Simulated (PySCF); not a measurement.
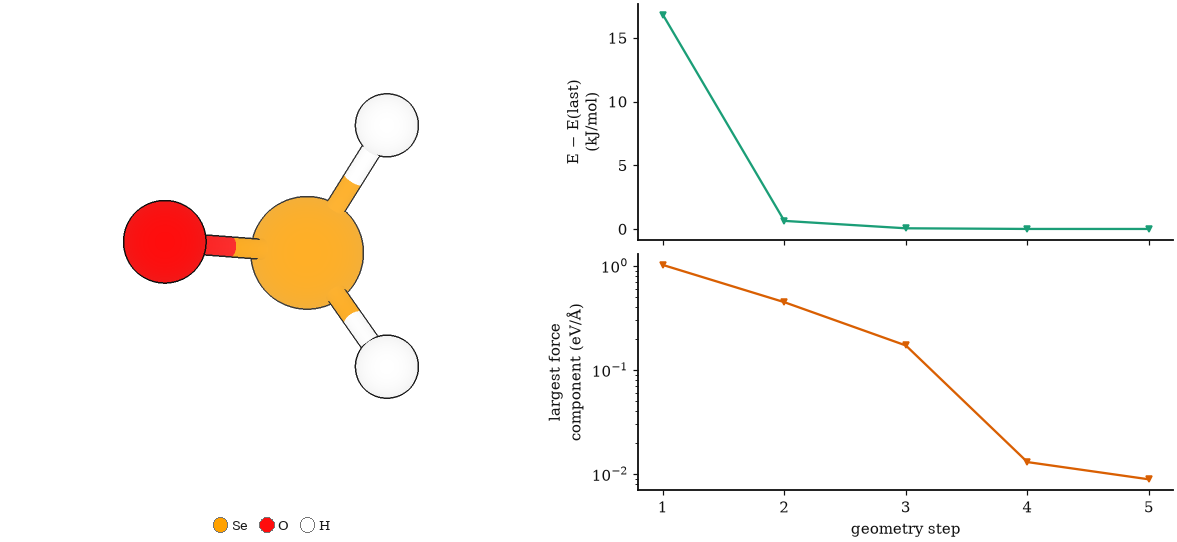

Beside the plot: the molecule at the start.

History of a geometry optimisation. SeOH2 (SMILES [O-][SeH2+]); RKS-based PBE0, Se def2-TZVP, O def2-TZVP, H def2-TZVP; non-relativistic Hamiltonian; density fitting (PySCF 2.14.0). The start has point group Cs, which is kept. A held symmetry can leave a saddle point.

The optimisation met its thresholds at geometry 5, counting the start as the first. The energy fell by about 17 kJ/mol from the first step to the last. The largest force component goes from about 1 eV/Å at the start to 9 × 10⁻³ eV/Å at the end.
